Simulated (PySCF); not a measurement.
**C₇H₅Cl₃O₂: density, localisation and related maps**

```xyz
17

C    -0.8749   -1.5171    1.7266
C    -0.6682   -0.8122    0.6048
C     0.6316   -0.3437    0.2529
C     1.7176    0.0948   -0.0706
C     2.9494    0.6936   -0.5362
O     3.0031    1.4753   -1.4495
O     4.0110    0.2869    0.1634
C    -1.7591   -0.4368   -0.3878
Cl   -3.3755   -0.9020    0.1872
Cl   -1.4232   -1.3074   -1.9298
C    -1.7548    1.0455   -0.7455
Cl   -2.0009    2.0598    0.6875
H    -0.0371   -1.7581    2.3831
H    -1.8760   -1.8539    1.9990
H     4.7800    0.7387   -0.2189
H    -0.7833    1.3035   -1.1880
H    -2.5560    1.2447   -1.4678
```

Geometry: PBE0-D3(BJ)/def2-SVP.

The calculation used B3LYP/def2-SVPD, SCF density, gas phase in PySCF.

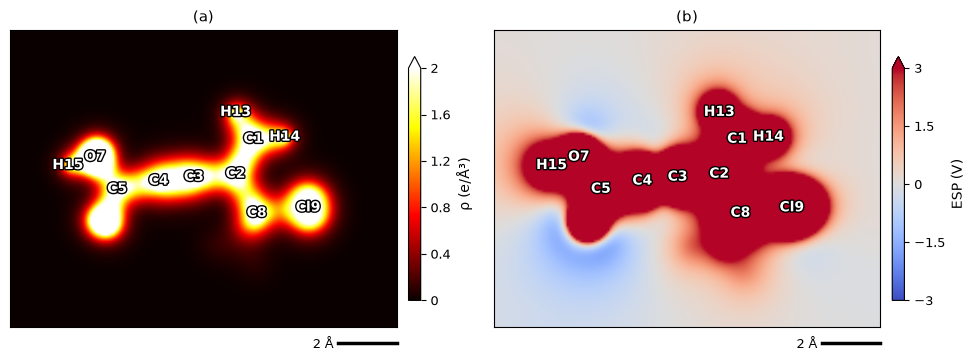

Figure 1. (a) total electron density; (b) electrostatic potential on the plane of atoms C2, C1 and H14.

What do the fields say about this system?

Answer. The plane passes through C, O, Cl and H nuclei.
C–C (1.22 Å): the density is about 2.7 e/Å³ at the midpoint.
C–Cl (1.78 Å): ρ is about 1.3 e/Å³ halfway.
O–H (0.97 Å): ρ is about 3.7 e/Å³ halfway.
C–O (1.33 Å): ρ is about 2.5 e/Å³ halfway.
C–C (1.34 Å): ρ at the midpoint is about 2.3 e/Å³.
Outside the dense part of the molecule the potential is most negative (−1.6 V) near O6, which lies off the plane.

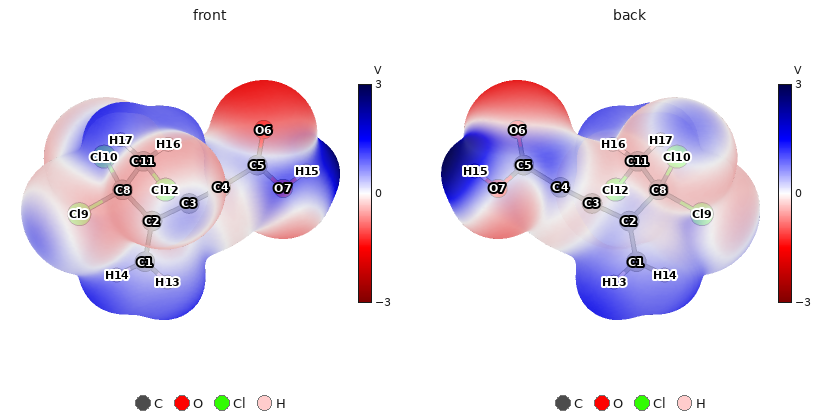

Figure 2. The electrostatic potential painted on the density surface at 0.002 e/bohr³, seen from the front and from behind; red is negative and blue positive.

Where is the surface potential most negative and most positive?

Answer. The most negative region (about −1.4 V) lies over O6, the most positive (about +2.8 V) over H15. Cl9 shows a σ-hole: about +0.8 V at the tip opposite its bond, against about −0.1 V on its flanks. Cl10 shows a σ-hole: about +0.7 V at the tip opposite its bond, against about −0.2 V on its flanks. Cl12 shows a σ-hole: about +0.5 V at the tip opposite its bond, against about −0.4 V on its flanks. O6 is the likeliest acceptor of a hydrogen bond.

How polar is the molecule by this calculation?

Answer. Its dipole moment is 2.03 D.
